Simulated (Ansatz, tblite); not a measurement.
Potential energy curve for SMILES C[C](C)(C)[GeH3]. The C2–C14 bond (C2 also carries C, C, Ge; C14 carries H, H, H) is stretched with both fragments frozen at the PBE0/def2-SVP optimised geometry.

```
17

Ge    -1.6402    -0.9162    -0.6401
C      0.0000     0.0000     0.0000
C      0.0000     1.4362    -0.5262
C      1.2228    -0.7532    -0.5262
H     -2.8978    -0.1902    -0.1158
H     -1.6813    -0.9232    -2.1835
H     -1.6677    -2.3762    -0.1388
H     -0.8730     2.0059    -0.1689
H     -0.0033     1.4714    -1.6276
H      0.9043     1.9705    -0.1827
H      1.2503    -0.7760    -1.6276
H      1.2509    -1.7948    -0.1675
H      2.1520    -0.2624    -0.1842
C      0.0000     0.0000     1.5295
H      0.9053     0.5046     1.9130
H     -0.8720     0.5331     1.9415
H     -0.0051    -1.0220     1.9416
```

Computed with: GFN2-xTB, 300 K electronic temperature (tblite); UKS-B3LYP = unrestricted B3LYP/def2-SVP in Ansatz (a program for electronic structure); UKS-PBE = unrestricted PBE/def2-SVP (Ansatz); RKS-PBE = Ansatz with restricted PBE/def2-SVP.

Energies are in kcal/mol, each relative to the lowest point of its own curve near equilibrium.

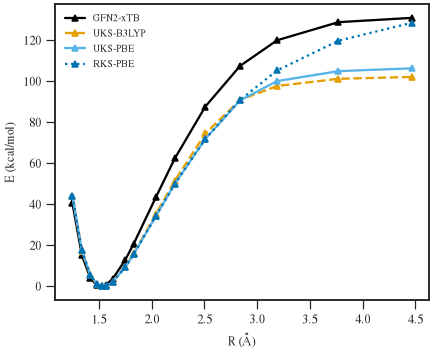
Fig. 1. Energy against bond length for each method.

```json
[
 {"R / Å": "1.25", "GFN2-xTB": "40.5", "UKS-B3LYP": "44.0", "UKS-PBE": "43.9", "RKS-PBE": "43.9"},
 {"R / Å": "1.34", "GFN2-xTB": "15.1", "UKS-B3LYP": "17.4", "UKS-PBE": "17.4", "RKS-PBE": "17.4"},
 {"R / Å": "1.42", "GFN2-xTB": "4.0", "UKS-B3LYP": "5.3", "UKS-PBE": "5.4", "RKS-PBE": "5.4"},
 {"R / Å": "1.48", "GFN2-xTB": "0.5", "UKS-B3LYP": "1.2", "UKS-PBE": "1.2", "RKS-PBE": "1.2"},
 {"R / Å": "1.53", "GFN2-xTB": "0.0", "UKS-B3LYP": "0.0", "UKS-PBE": "0.0", "RKS-PBE": "0.0"},
 {"R / Å": "1.57", "GFN2-xTB": "0.8", "UKS-B3LYP": "0.2", "UKS-PBE": "0.2", "RKS-PBE": "0.2"},
 {"R / Å": "1.63", "GFN2-xTB": "3.5", "UKS-B3LYP": "2.1", "UKS-PBE": "2.0", "RKS-PBE": "2.0"},
 {"R / Å": "1.75", "GFN2-xTB": "12.7", "UKS-B3LYP": "9.5", "UKS-PBE": "9.2", "RKS-PBE": "9.2"},
 {"R / Å": "1.83", "GFN2-xTB": "20.6", "UKS-B3LYP": "16.0", "UKS-PBE": "15.5", "RKS-PBE": "15.5"},
 {"R / Å": "2.04", "GFN2-xTB": "43.3", "UKS-B3LYP": "35.1", "UKS-PBE": "34.1", "RKS-PBE": "34.1"},
 {"R / Å": "2.22", "GFN2-xTB": "62.3", "UKS-B3LYP": "51.4", "UKS-PBE": "49.8", "RKS-PBE": "49.8"},
 {"R / Å": "2.51", "GFN2-xTB": "87.6", "UKS-B3LYP": "74.5", "UKS-PBE": "71.8", "RKS-PBE": "71.8"},
 {"R / Å": "2.84", "GFN2-xTB": "107.5", "UKS-B3LYP": "90.8", "UKS-PBE": "90.6", "RKS-PBE": "90.9"},
 {"R / Å": "3.19", "GFN2-xTB": "119.9", "UKS-B3LYP": "97.6", "UKS-PBE": "100.0", "RKS-PBE": "105.2"},
 {"R / Å": "3.77", "GFN2-xTB": "128.7", "UKS-B3LYP": "101.1", "UKS-PBE": "104.9", "RKS-PBE": "119.7"},
 {"R / Å": "4.47", "GFN2-xTB": "130.8", "UKS-B3LYP": "102.0", "UKS-PBE": "106.2", "RKS-PBE": "128.5"}
]
```

At the longest distance, 4.47 Å, GFN2-xTB lies highest above its minimum (130.8 kcal/mol) and UKS-B3LYP lowest (102.0 kcal/mol).

The unrestricted determinant behind UKS-B3LYP, UKS-PBE is spin-contaminated at 2.84 to 4.47 Å (<S²> up to 1.0, against 0.00 for a pure singlet). The restricted form behind RKS-PBE keeps the bonding electrons paired and can't separate into open-shell fragments.
